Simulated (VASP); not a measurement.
Band structure of GdN (rock salt). These are PBEsol GGA with spin-orbit coupling, VASP's PBE PAW potentials (set 64) (plane waves; VASP) values and carry that method's errors.

The 4f electrons are frozen in the core of the lanthanide potential, so 4f levels, which can set the real gap, and their magnetism are missing.

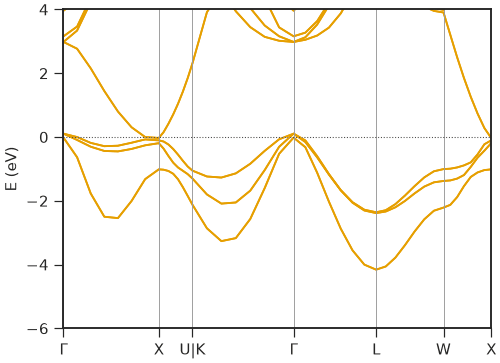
*Bands along high-symmetry lines, zero at the valence-band maximum or, without a gap, the Fermi level*

Q: Read the plot: is there a gap, and where are the band edges?

A: It has no gap at this level: it comes out as a metal or semimetal.

The compound is GdN in the rock salt structure. It was relaxed first.
